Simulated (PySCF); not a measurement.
# One shape, several levels: CH7GeN3 (SMILES C=[N][GeH]([NH2])[NH2])

Aim: a comparison of 6 runs (HF/3-21G, HF/def2-SVP, TPSS/STO-3G, B3LYP/6-31G*, B3LYP/def2-SVP, BLYP/def2-TZVP) of CH7GeN3. 

The results are computed with PySCF 2.14.0.

## 1. The molecule

The species is CH7GeN3 (12 atoms), meant as a singlet with charge 0. As SMILES, `C=[N][GeH]([NH2])[NH2]`. Geometry: a GFN2-xTB relaxation, a rough one for these elements and not checked as a minimum. This is one conformer, not always the lowest.

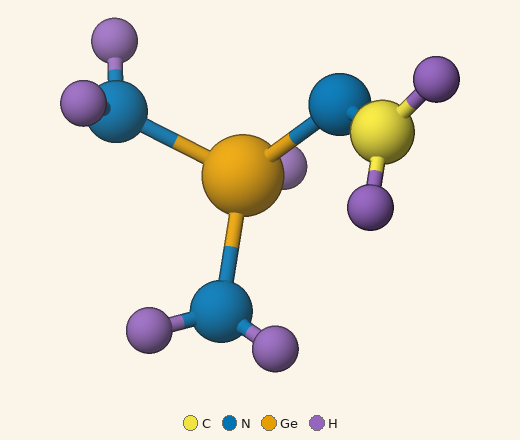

The structure, seen from a chosen angle (carbon yellow, nitrogen blue, germanium amber, hydrogen purple).

## 2. Energy and gradient at HF/3-21G (run 1)

calc.py reads:

```python
from pyscf import gto

system = gto.M(
    atom='''
C       -1.859590       1.149420      -0.172530
N       -1.058230       0.755930       0.698930
Ge       0.287460      -0.521510       0.562510
N        1.933420       0.237850       0.689900
N        0.281410      -1.517520      -0.953880
H       -2.574580       1.933440       0.074740
H       -1.924130       0.768390      -1.200850
H        0.104830      -1.389680       1.767100
H        2.148990       0.620290       1.599820
H        2.145920       0.948730       0.002640
H        1.077260      -1.418740      -1.565380
H       -0.562770      -1.566600      -1.502990
''',
    charge=0,
    verbose=4,
    max_memory=1860,
    spin=0,
    basis='3-21g',
)

mf = system.RHF()
mf.conv_tol = 1e-10
mf.kernel()
if not mf.converged:
    mf = mf.newton().run(mf.mo_coeff, mf.mo_occ)

energy = mf.e_tot
print(f'total energy: {energy:.8f} hartree')
grad = mf.nuc_grad_method().kernel()
mf.analyze()
```

Command:

```
$ OMP_NUM_THREADS=1 python calc.py
```

Output:

```text
PySCF version 2.14.0

[... 84 lines left out ...]
Total Energy =                       -2269.531855260466727
[... 8 lines left out ...]
MO #2   energy= -51.9763459402818  occ= 2
[... 6 lines left out ...]
MO #9   energy= -11.2308629267811  occ= 2
[... 6 lines left out ...]
MO #16  energy= -1.58584455202227  occ= 2
[... 6 lines left out ...]
MO #23  energy= -0.715322195850884 occ= 2
[... 6 lines left out ...]
MO #30  energy= -0.445069600583002 occ= 2
[... 6 lines left out ...]
MO #37  energy= 0.2606748589277    occ= 0
[... 6 lines left out ...]
MO #44  energy= 0.390189245457932  occ= 0
[... 6 lines left out ...]
MO #51  energy= 1.06290559543312   occ= 0
[... 6 lines left out ...]
MO #58  energy= 1.31635362636956   occ= 0
[... 6 lines left out ...]
MO #65  energy= 1.6425889190354    occ= 0
[... 6 lines left out ...]
MO #72  energy= 2.79148059412412   occ= 0
[... 48 lines left out ...]
pop of  3 N 3px           0.01122
pop of  3 N 3py           0.00854
pop of  3 N 3pz           0.00110
pop of  4 N 1s            1.99976
pop of  4 N 2s            1.34814
pop of  4 N 3s            0.00289
pop of  4 N 2px           1.19839
pop of  4 N 2py           1.76962
pop of  4 N 2pz           1.35888
pop of  4 N 3px           0.00087
pop of  4 N 3py           0.01730
pop of  4 N 3pz           0.00488
pop of  5 H 1s            0.89999
pop of  5 H 2s            0.01149
pop of  6 H 1s            0.93466
pop of  6 H 2s            0.01034
pop of  7 H 1s            1.15081
pop of  7 H 2s            0.00229
pop of  8 H 1s            0.78930
pop of  8 H 2s            0.00983
pop of  9 H 1s            0.80156
pop of  9 H 2s            0.00943
pop of  10 H 1s           0.78468
pop of  10 H 2s           0.01013
pop of  11 H 1s           0.79663
pop of  11 H 2s           0.00970
 ** Mulliken atomic charges  **
charge of    0C =     -0.02069
charge of    1N =     -0.49043
charge of    2Ge =      1.11986
charge of    3N =     -0.68718
charge of    4N =     -0.70074
charge of    5H =      0.08852
charge of    6H =      0.05500
charge of    7H =     -0.15309
charge of    8H =      0.20087
charge of    9H =      0.18901
charge of   10H =      0.20519
charge of   11H =      0.19367
Dipole moment(X, Y, Z, Debye): -0.64569,  1.80723, -2.53248
```

Run time: 7.5 s. Hardware: 1 thread of Intel Xeon at 2.50GHz (Skylake/Cascade Lake), shared host; peak memory 0.14 GiB.

## 3. Energy and gradient at HF/def2-SVP (run 2)

start.xyz reads:

```xyz
12

C     -1.859590     1.149420    -0.172530
N     -1.058230     0.755930     0.698930
Ge     0.287460    -0.521510     0.562510
N      1.933420     0.237850     0.689900
N      0.281410    -1.517520    -0.953880
H     -2.574580     1.933440     0.074740
H     -1.924130     0.768390    -1.200850
H      0.104830    -1.389680     1.767100
H      2.148990     0.620290     1.599820
H      2.145920     0.948730     0.002640
H      1.077260    -1.418740    -1.565380
H     -0.562770    -1.566600    -1.502990
```

job.py reads:

```python
from pyscf import gto, scf

mol = gto.M(
    atom='start.xyz',
    max_memory=1860,
    charge=0,
    basis='def2-svp',
    spin=0,
    verbose=4,
)

mf = scf.RHF(mol)
mf.conv_tol = 1e-10
mf.kernel()
if not mf.converged:
    mf = mf.newton().run(mf.mo_coeff, mf.mo_occ)

e_tot = mf.e_tot
print(f'total energy: {e_tot:.8f} hartree')
grad = mf.nuc_grad_method().kernel()
mf.analyze()
```

Command:

```
$ OMP_NUM_THREADS=1 python job.py
```

Output:

```text
PySCF version 2.14.0

[... 94 lines left out ...]
MO #3   energy= -46.2275984237773  occ= 2
[... 11 lines left out ...]
MO #15  energy= -1.64562575707845  occ= 2
[... 11 lines left out ...]
MO #27  energy= -0.594252571684844 occ= 2
[... 11 lines left out ...]
MO #39  energy= 0.251583476182428  occ= 0
[... 11 lines left out ...]
MO #51  energy= 0.632116803044211  occ= 0
[... 11 lines left out ...]
MO #63  energy= 1.0068123777782    occ= 0
[... 11 lines left out ...]
MO #75  energy= 1.33914399808999   occ= 0
[... 11 lines left out ...]
MO #87  energy= 1.99936076203148   occ= 0
[... 11 lines left out ...]
MO #99  energy= 2.47425026871138   occ= 0
[... 11 lines left out ...]
MO #111 energy= 3.0604176429436    occ= 0
[... 11 lines left out ...]
MO #123 energy= 3.76184072005775   occ= 0
[... 99 lines left out ...]
pop of  6 H 2pz           0.00205
pop of  7 H 1s            1.14388
pop of  7 H 2s            0.00329
pop of  7 H 2px           0.00014
pop of  7 H 2py           0.00169
pop of  7 H 2pz           0.00297
pop of  8 H 1s            0.77901
pop of  8 H 2s            0.00992
pop of  8 H 2px           0.00127
pop of  8 H 2py           0.00093
pop of  8 H 2pz           0.00159
pop of  9 H 1s            0.78899
pop of  9 H 2s            0.00975
pop of  9 H 2px           0.00128
pop of  9 H 2py           0.00151
pop of  9 H 2pz           0.00102
pop of  10 H 1s           0.77649
pop of  10 H 2s           0.01017
pop of  10 H 2px          0.00134
pop of  10 H 2py          0.00154
pop of  10 H 2pz          0.00086
pop of  11 H 1s           0.78515
pop of  11 H 2s           0.00961
pop of  11 H 2px          0.00133
pop of  11 H 2py          0.00172
pop of  11 H 2pz          0.00083
 ** Mulliken atomic charges  **
charge of    0C =      0.02837
charge of    1N =     -0.51178
charge of    2Ge =      1.11012
charge of    3N =     -0.70243
charge of    4N =     -0.71455
charge of    5H =      0.07975
charge of    6H =      0.04679
charge of    7H =     -0.15198
charge of    8H =      0.20728
charge of    9H =      0.19745
charge of   10H =      0.20961
charge of   11H =      0.20137
Dipole moment(X, Y, Z, Debye): -0.51108,  1.40371, -2.28258
```

Run time: 51 s. Hardware: 1 thread of Intel Xeon at 2.50GHz (Skylake/Cascade Lake), shared host; peak memory 0.34 GiB.

Runs 3 to 5 aren't shown in full; the table further down has their settings and results.

## 4. Energy and gradient at BLYP/def2-TZVP (run 6)

run.py reads:

```python
from pyscf import gto, dft

system = gto.Mole()
system.atom = '''
C     -1.859590     1.149420    -0.172530
N     -1.058230     0.755930     0.698930
Ge     0.287460    -0.521510     0.562510
N      1.933420     0.237850     0.689900
N      0.281410    -1.517520    -0.953880
H     -2.574580     1.933440     0.074740
H     -1.924130     0.768390    -1.200850
H      0.104830    -1.389680     1.767100
H      2.148990     0.620290     1.599820
H      2.145920     0.948730     0.002640
H      1.077260    -1.418740    -1.565380
H     -0.562770    -1.566600    -1.502990
'''
system.basis = 'def2-tzvp'
system.verbose = 4
system.max_memory = 1860
system.spin = 0
system.charge = 0
system.build()

mf = dft.RKS(system, xc='blyp')
mf.grids.level = 5
mf.conv_tol = 1e-10
mf.kernel()
if not mf.converged:
    mf = mf.newton().run(mf.mo_coeff, mf.mo_occ)

etot = mf.e_tot
print('E(%s) = %.9f' % ('BLYP', etot))
grad = mf.nuc_grad_method().kernel()
mf.analyze()
```

Command:

```
$ OMP_NUM_THREADS=1 python run.py
```

Output:

```text
PySCF version 2.14.0

[... 113 lines left out ...]
MO #5   energy= -43.803589746024   occ= 2
[... 18 lines left out ...]
MO #24  energy= -0.434474539151868 occ= 2
[... 18 lines left out ...]
MO #43  energy= 0.100123792386128  occ= 0
[... 18 lines left out ...]
MO #62  energy= 0.424440555631925  occ= 0
[... 18 lines left out ...]
MO #81  energy= 0.864950127031508  occ= 0
[... 18 lines left out ...]
MO #100 energy= 1.36227190204337   occ= 0
[... 18 lines left out ...]
MO #119 energy= 1.86408679369429   occ= 0
[... 18 lines left out ...]
MO #138 energy= 2.39332944132796   occ= 0
[... 18 lines left out ...]
MO #157 energy= 3.00901317646932   occ= 0
[... 18 lines left out ...]
MO #176 energy= 4.13816960976865   occ= 0
[... 18 lines left out ...]
MO #195 energy= 4.86669150149474   occ= 0
[... 18 lines left out ...]
MO #214 energy= 31.8654524870479   occ= 0
[... 190 lines left out ...]
pop of  7 H 2py           0.00119
pop of  7 H 2pz           0.00193
pop of  8 H 1s            0.75909
pop of  8 H 2s            0.00513
pop of  8 H 3s            0.00409
pop of  8 H 2px           0.00110
pop of  8 H 2py           0.00094
pop of  8 H 2pz           0.00049
pop of  9 H 1s            0.76821
pop of  9 H 2s            0.00515
pop of  9 H 3s            0.00402
pop of  9 H 2px           0.00108
pop of  9 H 2py           0.00106
pop of  9 H 2pz           0.00040
pop of  10 H 1s           0.75895
pop of  10 H 2s           0.00512
pop of  10 H 3s           0.00417
pop of  10 H 2px          0.00045
pop of  10 H 2py          0.00164
pop of  10 H 2pz          0.00045
pop of  11 H 1s           0.76472
pop of  11 H 2s           0.00470
pop of  11 H 3s           0.00410
pop of  11 H 2px          0.00041
pop of  11 H 2py          0.00178
pop of  11 H 2pz          0.00049
 ** Mulliken atomic charges  **
charge of    0C =     -0.06155
charge of    1N =     -0.42254
charge of    2Ge =      0.90983
charge of    3N =     -0.69071
charge of    4N =     -0.70844
charge of    5H =      0.10406
charge of    6H =      0.06303
charge of    7H =     -0.09596
charge of    8H =      0.22916
charge of    9H =      0.22007
charge of   10H =      0.22923
charge of   11H =      0.22382
Dipole moment(X, Y, Z, Debye): -0.21080,  1.18049, -1.80124
```

Run time: 11 min. Hardware: 1 thread of Intel Xeon at 2.50GHz (Skylake/Cascade Lake), shared host; peak memory 1.8 GiB.

## 5. All runs side by side

```tsv
run	level	integration grid	energy (Eh)	dipole moment (D)	HOMO energy (eV)	LUMO energy (eV)	wall time
1	HF/3-21G	–	-2269.531855	3.18	-9.74	4.06	7.5 s
2	HF/def2-SVP	–	-2280.244511	2.73	-9.96	3.78	51 s
3	TPSS/STO-3G	5	-2256.988313	1.70	-1.58	1.94	49 s
4	B3LYP/6-31G* (spherical functions)	5	-2283.317952	2.44	-6.08	-0.39	1.8 min
5	B3LYP/def2-SVP	5	-2283.204154	2.31	-6.13	-0.55	2 min
6	BLYP/def2-TZVP	5	-2283.649160	2.16	-5.10	-1.55	11 min
```

## 6. Outcome

| quantity | value |
| --- | --- |
| run 6: total energy | -2283.64916 Eh |
| run 6: dipole moment | 2.16 D |
| run 6: HOMO energy | -5.10 eV |
| run 6: LUMO energy | -1.55 eV |
| run 6: HOMO–LUMO gap | 3.55 eV |
| run 6: largest force on an atom | 1.270 eV/Å |

In words: The dipole moment (its size) runs from 1.70 D (TPSS/STO-3G) to 3.18 D (HF/3-21G). The two ends differ in method and basis. The HOMO–LUMO gap runs from 3.53 eV (TPSS/STO-3G) to 13.80 eV (HF/3-21G). Totals of different functionals can't be ranked against each other. In run 3 the basis is minimal, so the values are rough. All runs together took 17 min, the longest 11 min.
